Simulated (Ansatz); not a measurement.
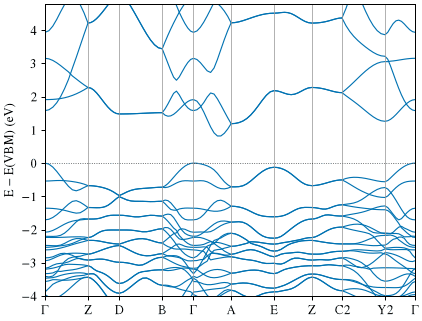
*Band structure from r²SCAN in the plane-wave PAW code Ansatz*

The gap is 0.80 eV; an edge lies off the plotted path or next to a special point (maximum at Γ, minimum off the standard path).

Question: Which compound is it?
(A) TaNO, P2_1/c (Ta on 4e, N on 4e, O on 4e)
(B) Cd3AsI3, Pm (Pearson symbol mP7)
(C) PtI2, P2_1/c (Pt on 4e, I on 4e, I on 4e)
(D) AgAuO2, P2_1/c (Ag on 2d, Au on 2a, O on 4e)

Answer: D, AgAuO2, P2_1/c (Ag on 2d, Au on 2a, O on 4e)

The first step of the workflow began from a Materials Project structure, measured or hypothetical; the Crystallography Open Database copy checked does not list it. Its standing as an ambient phase is unchecked. The cell was relaxed with r²SCAN under the symmetry of its start; whether a distortion lowers the energy is not shown. The run is not spin-polarised. Scalar-relativistic: spin–orbit coupling is off unless named, which matters more the heavier the elements.

Potentials: the later of the program's two PAW sets.
